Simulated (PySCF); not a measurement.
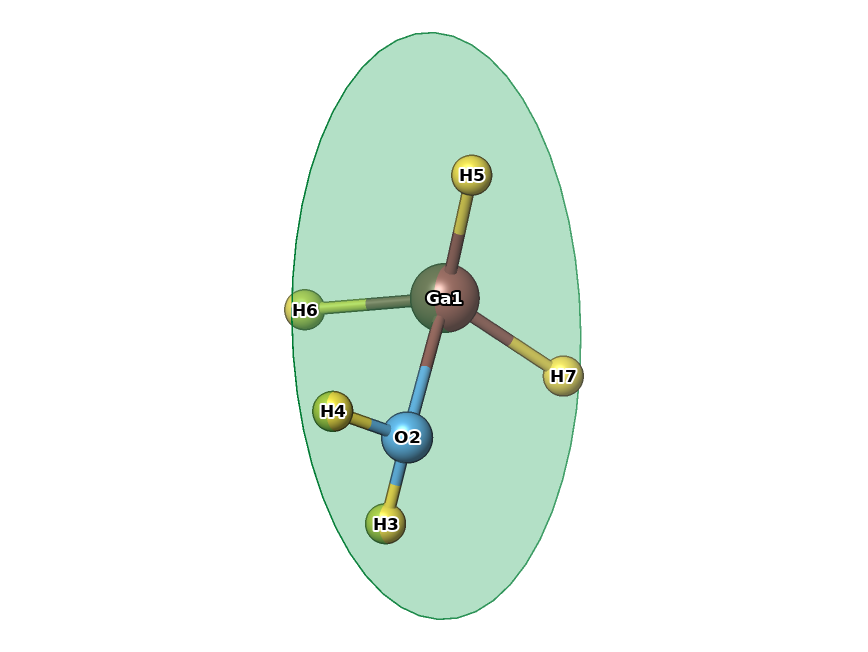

A disc through the centre of mass is drawn in. Depth is shown by fading: the farther an atom, the more it takes the colour of the background. The geometry was computed by an optimisation with PBE0-D3(BJ)/def2-SVP. No frequency run is at hand to confirm it as a minimum.

Is the plane of the disc a mirror plane of the structure?

Answer. No. The point group is Cs, with 1 mirror plane, and this plane isn't one of its mirror planes.
